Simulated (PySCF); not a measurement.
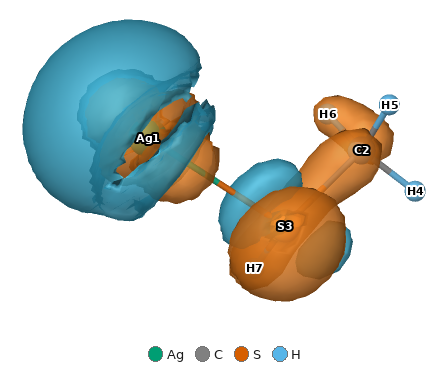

Figure 1: CH4AgS, charge +1, SMILES `[Ag+].CS`. Unrelaxed difference density of S₂ less the ground state (TDA singlet states), ±0.02 e/Å³; light blue: gain, orange: loss.

Method: PBE0/def2-SVP; geometry: GFN2-xTB; program: PySCF. Core potentials replace the inner electrons of Ag; spin–orbit coupling isn't included. The pair's geometry is semi-empirical, so its contact may be too short or too long. GFN2-xTB bond lengths at metals and heavier atoms can be off by up to 0.1 Å and shapes distorted, which carries into these values. Without diffuse functions Rydberg states are missing, so the states' numbers hold for this basis only.

Input

```python
import numpy as np
from pyscf import gto, scf, dft, tdscf
from pyscf.scf import atom_ks, atom_hf
from scipy.linalg import block_diag

def solve(mol, dm0=None, hcore=None):
    mf = (dft.UKS if mol.spin else dft.RKS)(mol, xc='pbe0')
    mf.grids.level = 3
    mf = mf.density_fit(auxbasis='def2-universal-jkfit')
    mf.conv_tol, mf.max_cycle = 1e-8, 80
    if hcore is not None:
        mf.get_hcore = lambda *args: hcore
    mf.kernel(dm0)
    if not mf.converged:
        mf = mf.newton().run(mf.mo_coeff, mf.mo_occ, max_cycle=30)
    assert mf.converged, 'SCF not converged'
    return mf

mol = gto.M(atom='''
Ag    -0.99290     0.07530    -0.00352
C      2.45032     0.82936    -0.02385
S      1.40173    -0.67236     0.09816
H      3.47495     0.49466    -0.16399
H      2.37074     1.35552     0.92315
H      2.13867     1.46348    -0.84735
H      1.55225    -1.07101    -1.17362
''', basis='def2-svp', ecp={'Ag': 'def2-svp'}, charge=1, spin=0, verbose=4)
mf = solve(mol)
td = mf.TDA()
td.nstates, td.singlet, td.conv_tol = 5, True, 1e-5
td.kernel()
td.analyze()
x, y = np.array([p[0] for p in td.xy]), np.array([p[1] + 0 * p[0] for p in td.xy])
f, mu = td.oscillator_strength(), td.transition_dipole()
nto = [td.get_nto(state=i + 1, verbose=4) for i in range(len(td.e))]
# spherically averaged free atoms, for the promolecule
atom_ks.AtomSphAverageRKS.init_guess_by_vsap = lambda self, mol=None: self.init_guess_by_minao(mol)  # core potentials
atm = atom_ks.get_atm_nrks(mol, xc='pbe0')
pro = block_diag(*[(atm[a[0]][2] * atm[a[0]][3]) @ atm[a[0]][2].T for a in mol._atom])
np.savez('result.npz', e=td.e, f=f, ok=td.converged, w=[n[0] for n in nto], nto=[n[1] for n in nto], x=x, y=y, c=mf.mo_coeff, occ=mf.mo_occ, eps=mf.mo_energy, pro=pro, mu=mu)
```

Launched as:

```sh
OMP_NUM_THREADS=1 python input.py
```

The run took 67 s on 1 thread of Arm Neoverse V1, with other jobs on the host, peak memory 0.48 GiB.

How does the charge move on excitation?

Answer. 0.74 e is displaced in all, of which about 0.2 e passes between atoms: S3 (0.12 e) and C2 (0.04 e) lose electrons and Ag1 (0.21 e) gains them. The state: 5.31 eV (233 nm), f = 0.008, metal-centred; the leading pair carries 100 %; hole on Ag1 (64 %), S3 (24 %) and C2 (6 %), electron on Ag1 (85 %) and S3 (12 %); their centroids lie 1.1 Å apart.
